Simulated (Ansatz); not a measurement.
# AlBH (doublet): SPW92, PBE, r2SCAN over a scan of the angle Al2–B1–H3, 6-31G, part 2 of 2

Ansatz 0.2.0, Gaussian basis; 6-31G, all electrons in the functionals.

## 18. r2SCAN, 71.3°

Contents of in.yaml:

```yaml
crystal:
  periodic: [false, false, false]
  atoms:
    - {symbol: B, position_ang: [0.000000, -1.154499, 0.933389]}
    - {symbol: Al, position_ang: [0.000000, 0.467493, -0.432016]}
    - {symbol: H, position_ang: [0.000000, -0.131351, 1.553251]}
basis:
  gaussian: {orbitals: 6-31G}
magnetization: {spin_polarized: true, initial_magnetization: 1}
hamiltonian: {xc: {name: r2SCAN}}
output: {forces: true}
```

Command:

```bash
$ ansatz run in.yaml --threads 1 --pin off --events-out ev --progress --plain --max-ram 2393MiB
```

The log of the run, shortened:

```text
Functional definition: r2SCAN
  name "r2SCAN"
  cite "Furness, Kaplan, Ning, Perdew & Sun, J. Phys. Chem. Lett. 11, 8208 (2020) doi:10.1021/acs.jpclett.0c02405"
  cite "Furness, Kaplan, Ning, Perdew & Sun, J. Phys. Chem. Lett. 11, 9248 (2020) doi:10.1021/acs.jpclett.0c03077"
  parent r2scan
[...]
296 factors; integrals over basis functions are off by at most 2.5e-4 eV
[...]
mean field -7282.47932410 eV, -267.6261789188 hartree, gradient 2.5e-6 eV, S^2 1.241905; 5 other end points of the search recorded, 0 dependent functions left out
[...]
reference -7282.47933693 eV, -267.6261793903 hartree; 10, 9 occupied and 14, 15 virtual orbitals, 296 factors
Total energy: -7282.47933693 eV, -267.6261793903 hartree
Atom 0 at     0.000000    -1.154499     0.933389 Å, force    -0.000000    -0.198509    -1.506224 eV/Å
Atom 1 at     0.000000     0.467493    -0.432016 Å, force     0.000000    -0.702785    -0.038115 eV/Å
Atom 2 at     0.000000    -0.131351     1.553251 Å, force     0.000000     0.901294     1.544339 eV/Å
Dipole moment:    -0.000000     0.311896    -0.103342 e Å
```

Run time: 3.1 s. Hardware: 1 thread of Intel Xeon Platinum 8375C at 2.90GHz, shared host.

From the report: ⟨S²⟩ of the determinant 1.242 (pure doublet: 0.75).

## 19. r2SCAN, 88.2°

Contents of in.yaml:

```yaml
crystal:
  periodic: [false, false, false]
  atoms:
    - {symbol: B, position_ang: [0.000000, -1.000076, 1.085095]}
    - {symbol: Al, position_ang: [0.000000, 0.403667, -0.503834]}
    - {symbol: H, position_ang: [0.000000, -0.079121, 1.848575]}
basis:
  gaussian: {orbitals: 6-31G}
magnetization: {spin_polarized: true, initial_magnetization: 1}
hamiltonian: {xc: {name: r2SCAN}}
output: {forces: true}
```

The command is unchanged.

The log of the run, shortened:

```text
Functional definition: r2SCAN
  name "r2SCAN"
  cite "Furness, Kaplan, Ning, Perdew & Sun, J. Phys. Chem. Lett. 11, 8208 (2020) doi:10.1021/acs.jpclett.0c02405"
  cite "Furness, Kaplan, Ning, Perdew & Sun, J. Phys. Chem. Lett. 11, 9248 (2020) doi:10.1021/acs.jpclett.0c03077"
  parent r2scan
[...]
296 factors; integrals over basis functions are off by at most 2.5e-4 eV
[...]
mean field -7282.74142851 eV, -267.6358110782 hartree, gradient 3.1e-6 eV, S^2 1.264728; 8 other end points of the search recorded, 0 dependent functions left out
[...]
reference -7282.74144136 eV, -267.6358115507 hartree; 10, 9 occupied and 14, 15 virtual orbitals, 296 factors
Total energy: -7282.74144136 eV, -267.6358115507 hartree
Atom 0 at     0.000000    -1.000076     1.085095 Å, force     0.000000     0.325654    -1.338622 eV/Å
Atom 1 at     0.000000     0.403667    -0.503834 Å, force     0.000000    -0.665382     0.173597 eV/Å
Atom 2 at     0.000000    -0.079121     1.848575 Å, force    -0.000000     0.339728     1.165025 eV/Å
Dipole moment:     0.000000     0.202987    -0.194215 e Å
```

Wall time 4.8 s (1 thread of Intel Xeon Platinum 8375C at 2.90GHz, shared host).

From the report: ⟨S²⟩ of the determinant 1.265 (pure doublet: 0.75). The determinant is far from a pure spin state, so its energy mixes those of several spin states (harmless only where they are near-degenerate, as at dissociation).

## 20. r2SCAN, 103.7°

Contents of in.yaml:

```yaml
crystal:
  periodic: [false, false, false]
  atoms:
    - {symbol: B, position_ang: [0.000000, -0.839266, 1.203592]}
    - {symbol: Al, position_ang: [0.000000, 0.337387, -0.560119]}
    - {symbol: H, position_ang: [0.000000, -0.029679, 2.084291]}
basis:
  gaussian: {orbitals: 6-31G}
magnetization: {spin_polarized: true, initial_magnetization: 1}
hamiltonian: {xc: {name: r2SCAN}}
```

The command is unchanged.

The log of the run, shortened:

```text
Functional definition: r2SCAN
  name "r2SCAN"
  cite "Furness, Kaplan, Ning, Perdew & Sun, J. Phys. Chem. Lett. 11, 8208 (2020) doi:10.1021/acs.jpclett.0c02405"
  cite "Furness, Kaplan, Ning, Perdew & Sun, J. Phys. Chem. Lett. 11, 9248 (2020) doi:10.1021/acs.jpclett.0c03077"
  parent r2scan
[...]
296 factors; integrals over basis functions are off by at most 2.5e-4 eV
[...]
mean field -7282.94549971 eV, -267.6433105565 hartree, gradient 7.3e-6 eV, S^2 1.267204; 10 other end points of the search recorded, 0 dependent functions left out
reference -7282.94551272 eV, -267.6433110346 hartree; 10, 9 occupied and 14, 15 virtual orbitals, 296 factors
Total energy: -7282.94551272 eV, -267.6433110346 hartree
```

Run time: 5.5 s. Hardware: 1 thread of Intel Xeon Platinum 8375C at 2.90GHz, shared host.

From the report: ⟨S²⟩ of the determinant 1.267 (pure doublet: 0.75). The determinant is far from a pure spin state, so its energy mixes those of several spin states (harmless only where they are near-degenerate, as at dissociation).

## 21. r2SCAN, 118.8°

Contents of in.yaml:

```yaml
crystal:
  periodic: [false, false, false]
  atoms:
    - {symbol: B, position_ang: [0.000000, -0.667836, 1.297903]}
    - {symbol: Al, position_ang: [0.000000, 0.266879, -0.605119]}
    - {symbol: H, position_ang: [0.000000, 0.019016, 2.277339]}
basis:
  gaussian: {orbitals: 6-31G}
magnetization: {spin_polarized: true, initial_magnetization: 1}
hamiltonian: {xc: {name: r2SCAN}}
output: {forces: true}
```

Same command.

The log of the run, shortened:

```text
Functional definition: r2SCAN
  name "r2SCAN"
  cite "Furness, Kaplan, Ning, Perdew & Sun, J. Phys. Chem. Lett. 11, 8208 (2020) doi:10.1021/acs.jpclett.0c02405"
  cite "Furness, Kaplan, Ning, Perdew & Sun, J. Phys. Chem. Lett. 11, 9248 (2020) doi:10.1021/acs.jpclett.0c03077"
  parent r2scan
[...]
296 factors; integrals over basis functions are off by at most 2.5e-4 eV
[...]
mean field -7283.10369246 eV, -267.6491240329 hartree, gradient 2.4e-6 eV, S^2 1.268827; 8 other end points of the search recorded, 0 dependent functions left out
[...]
reference -7283.10370552 eV, -267.6491245129 hartree; 10, 9 occupied and 14, 15 virtual orbitals, 296 factors
Total energy: -7283.10370552 eV, -267.6491245129 hartree
Atom 0 at     0.000000    -0.667836     1.297903 Å, force     0.000000     0.516438    -0.817406 eV/Å
Atom 1 at     0.000000     0.266879    -0.605119 Å, force     0.000000    -0.392097     0.253970 eV/Å
Atom 2 at     0.000000     0.019016     2.277339 Å, force    -0.000000    -0.124340     0.563436 eV/Å
Dipole moment:     0.000000    -0.004472    -0.155015 e Å
```

Run time: 6 s. Hardware: 1 thread of Intel Xeon Platinum 8375C at 2.90GHz, shared host.

From the report: ⟨S²⟩ of the determinant 1.269 (pure doublet: 0.75). The determinant is far from a pure spin state, so its energy mixes those of several spin states (harmless only where they are near-degenerate, as at dissociation).

## 22. r2SCAN, 136.6°

Contents of in.yaml:

```yaml
crystal:
  periodic: [false, false, false]
  atoms:
    - {symbol: B, position_ang: [0.000000, -0.451124, 1.380077]}
    - {symbol: Al, position_ang: [0.000000, 0.177920, -0.644644]}
    - {symbol: H, position_ang: [0.000000, 0.075930, 2.453983]}
basis:
  gaussian: {orbitals: 6-31G}
magnetization: {spin_polarized: true, initial_magnetization: 1}
hamiltonian: {xc: {name: r2SCAN}}
```

The command is unchanged.

The log of the run, shortened:

```text
Functional definition: r2SCAN
  name "r2SCAN"
  cite "Furness, Kaplan, Ning, Perdew & Sun, J. Phys. Chem. Lett. 11, 8208 (2020) doi:10.1021/acs.jpclett.0c02405"
  cite "Furness, Kaplan, Ning, Perdew & Sun, J. Phys. Chem. Lett. 11, 9248 (2020) doi:10.1021/acs.jpclett.0c03077"
  parent r2scan
[...]
296 factors; integrals over basis functions are off by at most 2.6e-4 eV
[...]
mean field -7283.22552693 eV, -267.6536013670 hartree, gradient 8.3e-6 eV, S^2 1.284043; 10 other end points of the search recorded, 0 dependent functions left out
reference -7283.22553987 eV, -267.6536018425 hartree; 10, 9 occupied and 14, 15 virtual orbitals, 296 factors
Total energy: -7283.22553987 eV, -267.6536018425 hartree
```

It took 7 s on 1 thread of Intel Xeon Platinum 8375C at 2.90GHz, shared host.

From the report: ⟨S²⟩ of the determinant 1.284 (pure doublet: 0.75). The determinant is far from a pure spin state, so its energy mixes those of several spin states (harmless only where they are near-degenerate, as at dissociation).

## 23. r2SCAN, 161.2°

Contents of in.yaml:

```yaml
crystal:
  periodic: [false, false, false]
  atoms:
    - {symbol: B, position_ang: [0.000000, -0.156486, 0.316905]}
    - {symbol: Al, position_ang: [0.000000, 0.026792, -1.795344]}
    - {symbol: H, position_ang: [0.000000, 0.129694, 1.478439]}
basis:
  gaussian: {orbitals: 6-31G}
magnetization: {spin_polarized: true, initial_magnetization: 1}
hamiltonian: {xc: {name: r2SCAN}}
```

Launched as before.

The log of the run, shortened:

```text
Functional definition: r2SCAN
  name "r2SCAN"
  cite "Furness, Kaplan, Ning, Perdew & Sun, J. Phys. Chem. Lett. 11, 8208 (2020) doi:10.1021/acs.jpclett.0c02405"
  cite "Furness, Kaplan, Ning, Perdew & Sun, J. Phys. Chem. Lett. 11, 9248 (2020) doi:10.1021/acs.jpclett.0c03077"
  parent r2scan
[...]
296 factors; integrals over basis functions are off by at most 2.5e-4 eV
[...]
mean field -7283.27691366 eV, -267.6554897946 hartree, gradient 1.1e-6 eV, S^2 1.322478; 13 other end points of the search recorded, 0 dependent functions left out
reference -7283.27692643 eV, -267.6554902638 hartree; 10, 9 occupied and 14, 15 virtual orbitals, 296 factors
Total energy: -7283.27692643 eV, -267.6554902638 hartree
```

Wall time 9.5 s (1 thread of Intel Xeon Platinum 8375C at 2.90GHz, shared host).

From the report: ⟨S²⟩ of the determinant 1.322 (pure doublet: 0.75). The determinant is far from a pure spin state, so its energy mixes those of several spin states (harmless only where they are near-degenerate, as at dissociation).

## 24. r2SCAN, 167.9°

Contents of in.yaml:

```yaml
crystal:
  periodic: [false, false, false]
  atoms:
    - {symbol: B, position_ang: [0.000000, -0.091982, 0.314337]}
    - {symbol: Al, position_ang: [0.000000, -0.033351, -1.805038]}
    - {symbol: H, position_ang: [0.000000, 0.125333, 1.490702]}
basis:
  gaussian: {orbitals: 6-31G}
magnetization: {spin_polarized: true, initial_magnetization: 1}
hamiltonian: {xc: {name: r2SCAN}}
output: {forces: true}
```

Launched as before.

The log of the run, shortened:

```text
Functional definition: r2SCAN
  name "r2SCAN"
  cite "Furness, Kaplan, Ning, Perdew & Sun, J. Phys. Chem. Lett. 11, 8208 (2020) doi:10.1021/acs.jpclett.0c02405"
  cite "Furness, Kaplan, Ning, Perdew & Sun, J. Phys. Chem. Lett. 11, 9248 (2020) doi:10.1021/acs.jpclett.0c03077"
  parent r2scan
[...]
296 factors; integrals over basis functions are off by at most 2.5e-4 eV
[...]
mean field -7283.27260227 eV, -267.6553313541 hartree, gradient 4.4e-9 eV, S^2 1.330546; 13 other end points of the search recorded, 0 dependent functions left out
[...]
reference -7283.27261499 eV, -267.6553318212 hartree; 10, 9 occupied and 14, 15 virtual orbitals, 296 factors
Total energy: -7283.27261499 eV, -267.6553318212 hartree
Atom 0 at     0.000000    -0.091982     0.314337 Å, force     0.000000    -0.082894    -0.083641 eV/Å
Atom 1 at     0.000000    -0.033351    -1.805038 Å, force    -0.000000     0.025821     0.036310 eV/Å
Atom 2 at     0.000000     0.125333     1.490702 Å, force     0.000000     0.057073     0.047331 eV/Å
Dipole moment:    -0.000000    -0.049405     0.117059 e Å
```

It took 11 s on 1 thread of Intel Xeon Platinum 8375C at 2.90GHz, shared host.

From the report: ⟨S²⟩ of the determinant 1.331 (pure doublet: 0.75). The determinant is far from a pure spin state, so its energy mixes those of several spin states (harmless only where they are near-degenerate, as at dissociation).

## 25. r2SCAN, 180.0°

Contents of in.yaml:

```yaml
crystal:
  periodic: [false, false, false]
  atoms:
    - {symbol: B, position_ang: [0.000000, 0.000000, 0.307972]}
    - {symbol: Al, position_ang: [0.000000, 0.000000, -1.812214]}
    - {symbol: H, position_ang: [0.000000, 0.000000, 1.504242]}
basis:
  gaussian: {orbitals: 6-31G}
magnetization: {spin_polarized: true, initial_magnetization: 1}
hamiltonian: {xc: {name: r2SCAN}}
output: {forces: true}
```

The command is unchanged.

The log of the run, shortened:

```text
Functional definition: r2SCAN
  name "r2SCAN"
  cite "Furness, Kaplan, Ning, Perdew & Sun, J. Phys. Chem. Lett. 11, 8208 (2020) doi:10.1021/acs.jpclett.0c02405"
  cite "Furness, Kaplan, Ning, Perdew & Sun, J. Phys. Chem. Lett. 11, 9248 (2020) doi:10.1021/acs.jpclett.0c03077"
  parent r2scan
[...]
296 factors; integrals over basis functions are off by at most 2.5e-4 eV
[...]
mean field -7283.25703862 eV, -267.6547594002 hartree, gradient 1.3e-5 eV, S^2 1.334019; 17 other end points of the search recorded, 0 dependent functions left out
[...]
reference -7283.25705120 eV, -267.6547598626 hartree; 10, 9 occupied and 14, 15 virtual orbitals, 296 factors
WARN: the results are in doubt because the forces break the atoms' symmetry
Total energy: -7283.25705120 eV, -267.6547598626 hartree
Atom 0 at     0.000000     0.000000     0.307972 Å, force     0.104519    -0.000000    -0.006867 eV/Å
Atom 1 at     0.000000     0.000000    -1.812214 Å, force    -0.037701     0.000000    -0.039692 eV/Å
Atom 2 at     0.000000     0.000000     1.504242 Å, force    -0.066819     0.000000     0.046559 eV/Å
Dipole moment:     0.000314     0.000000     0.149291 e Å
In doubt: the forces break the atoms' symmetry
```

It took 5.5 s on 1 thread of Intel Xeon Platinum 8375C at 2.90GHz, shared host.

From the report: ⟨S²⟩ of the determinant 1.334 (pure doublet: 0.75). The determinant is far from a pure spin state, so its energy mixes those of several spin states (harmless only where they are near-degenerate, as at dissociation). Mind the lines of doubt at the end of the log.

From 167.9°: +1.5 kJ/mol.

## 26. Against the wave-function levels

The yardstick is full CI for this spin, exact in this basis with these frozen cores. It and the other wave-function rows come from earlier runs at the same points. Energies in kJ/mol, counted from 167.9°; blanks weren't run or aren't comparable.

```csv
level,71.3°,88.2°,103.7°,118.8°,136.6°,161.2°,167.9°,180.0°
FCI,66.9,43.5,24.2,9.6,0.2,-0.8,0.0,0.8
SPW92,61.4,40.2,23.1,9.5,0.0,-1.3,0.0,2.4
PBE,70.5,46.6,27.9,13.3,2.5,-0.8,0.0,1.8
r2SCAN,76.5,51.3,31.6,16.3,4.5,-0.4,0.0,1.5
RHF,,,,,,1.5,0.0,-1.1
RMP2,98.6,74.1,52.1,32.3,14.4,1.4,0.0,-0.9
UMP2,101.2,76.6,55.7,38.7,18.5,1.7,0.0,-1.1
RCCSD,80.6,55.3,33.9,17.1,4.7,-0.2,0.0,0.3
RCCSD(T),69.5,46.2,26.9,12.1,2.0,-0.5,0.0,0.6
UCCSD(T),69.4,46.0,26.7,11.9,1.9,-0.5,0.0,0.6
RCCSDT(Q),67.0,43.5,24.2,9.6,0.2,-0.8,0.0,0.8
UCCSDT(Q),66.7,43.3,24.0,9.4,0.1,-0.8,0.0,0.8
CASSCF valence,69.9,47.1,28.9,14.9,4.8,0.6,0.0,-0.4
NEVPT2 valence,66.6,43.2,24.0,9.6,0.1,-0.1,0.0,0.2
MRCISD+Q valence,66.7,43.2,23.9,9.3,-0.2,-0.3,0.0,0.4
```

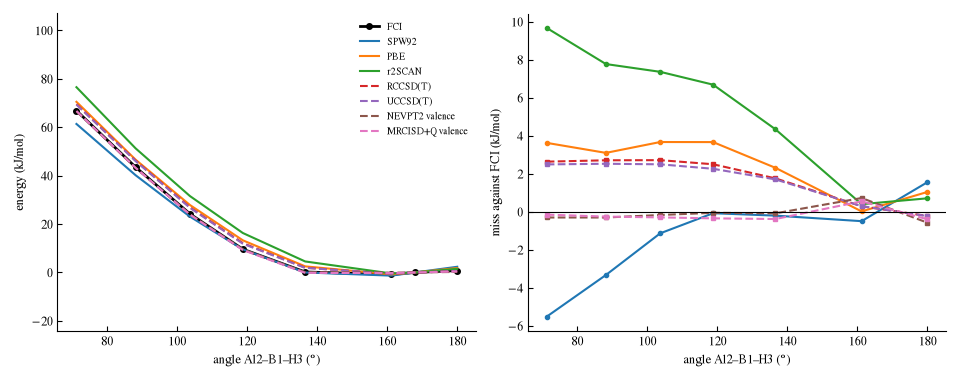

Left: the curves (the axis may cut off levels that run far away). Right: misses against FCI, in the same colours.

Largest miss and mean time a point (FCI took 22 s a point; shared hosts):

```csv
level,largest miss (kJ/mol),where,time a point
SPW92,-5.5,71.3°,1.4 s
PBE,+3.7,103.7°,3.4 s
r2SCAN,+9.7,71.3°,6.5 s
RHF,+2.3,161.2°,
RMP2,+31.7,71.3°,
UMP2,+34.4,71.3°,
RCCSD,+13.8,71.3°,
RCCSD(T),+2.7,103.7°,1.8 s
UCCSD(T),+2.5,88.2°,3.4 s
RCCSDT(Q),+0.1,71.3°,3.8 s
UCCSDT(Q),-0.2,118.8°,6.3 s
CASSCF valence,+5.3,118.8°,
NEVPT2 valence,+0.7,161.2°,2.5 s
MRCISD+Q valence,+0.6,161.2°,4 s
```

## 27. What came out

What follows sums up all 2 parts.

| quantity | value |
| --- | --- |
| span of the FCI curve | 67.7 kJ/mol |
| largest miss, SPW92 | -5.5 kJ/mol (71.3°) |
| largest miss, PBE | +3.7 kJ/mol (103.7°) |
| largest miss, r2SCAN | +9.7 kJ/mol (71.3°) |
| largest miss, RCCSD(T) | +2.7 kJ/mol (103.7°) |
| largest miss, UCCSD(T) | +2.5 kJ/mol (88.2°) |

What this shows: Of the functionals, PBE keep the smallest largest miss at the points compared (at most 3.7 kJ/mol) and r2SCAN strays most (9.7 kJ/mol, at 71.3°). PBE, r2SCAN clearly break the spin symmetry at some points (⟨S²⟩ up to 0.58 above the pure value), so energy there is bought with a mixed spin. Functionals and the yardstick converge differently with the basis, so part of each miss in 6-31G is the basis.
